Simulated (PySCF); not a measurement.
**C$_{7}$H$_{9}$AlO: density, localisation and related maps**

Input file:

```
{"job": {"kind": "nmr", "xc": "PBE0", "basis": "pcSseg-1"}, "charge": 0, "multiplicity": 1}
C     -3.011153     1.076847    -0.536799
C     -1.743740     1.186598    -0.136305
Al    -0.595535    -0.439825    -0.238364
C     -1.397508    -2.153901    -0.852431
C      1.313352    -0.415582     0.241267
C      2.637935    -0.641554     0.511670
C      3.201212     0.583279     0.940146
C      2.194704     1.498696     0.910573
O      1.062043     0.921278     0.496100
H     -3.402944     0.137262    -0.902680
H     -3.716829     1.898740    -0.523128
H     -1.423300     2.168013     0.218869
H     -2.338180    -2.388144    -0.348198
H     -1.617134    -2.159759    -1.923134
H     -0.716249    -2.990798    -0.667214
H      3.154131    -1.576613     0.415130
H      4.218831     0.756786     1.229919
H      2.171606     2.544996     1.152922
```

Launched as:

```sh
OMP_NUM_THREADS=1 python probes_run.py task.json out
```

Geometry: GFN2-xTB.

The calculation used PySCF, PBE0/pcSseg-1, SCF density, gas phase, non-relativistic.

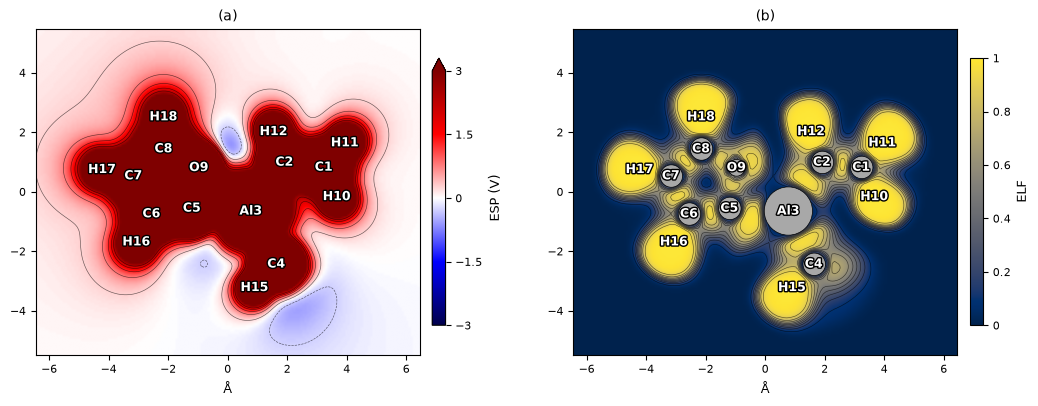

Figure 1. (a) molecular electrostatic potential; (b) electron localisation function on the plane of atoms Al3, C5 and O9. Grey discs cover the atomic cores in the ELF map.

**What does the map show?**

The section cuts through C, Al, O and H sites.
C–C (1.33 Å): the ELF peaks at about 0.95 between the atoms (a multiple bond).
C–O (1.34 Å): the ELF peaks at about 0.90 between the atoms: a shared but strongly polarised pair.
C–Al (1.97 Å): the ELF peaks at about 0.95 between the atoms (a shared but strongly polarised pair).
Al–O (2.27 Å): the ELF is about 0.15 at the midpoint.
C–H (1.07 Å): the ELF climbs to about 1 towards the hydrogen, as it does in any bond to H (a covalent bond by its length).
Outside the dense part of the molecule the potential is most negative (−0.6 V) near O9.

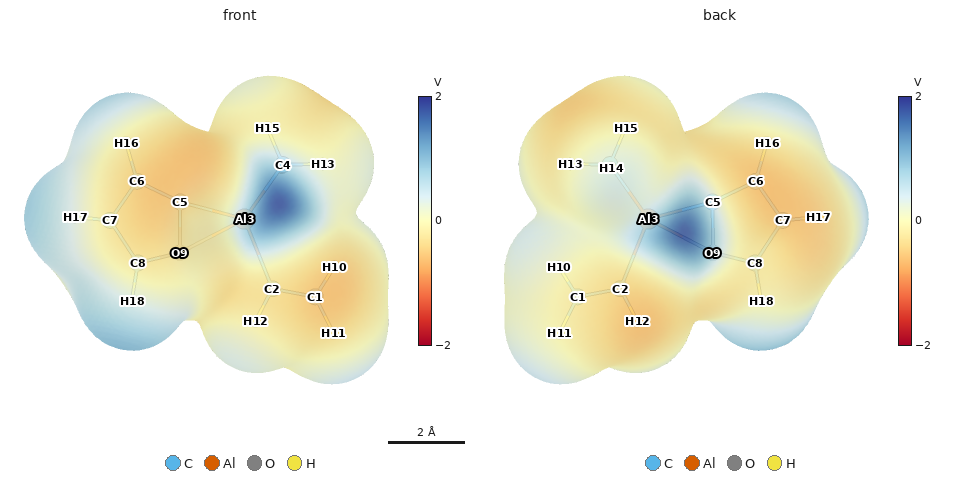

Figure 2. The molecular electrostatic potential painted on the density surface at 0.001 e/bohr³, seen from the front and from behind; red is negative and blue positive.

**Where is the surface potential most negative and most positive?**

The most negative region (about −0.6 V, or −14 kcal/mol for a unit charge) lies over the π face of the C atoms, the most positive (about +1.7 V, or +39 kcal/mol for a unit charge) over Al3.

**How polar is the molecule by this calculation?**

Its dipole moment is 1.10 D.
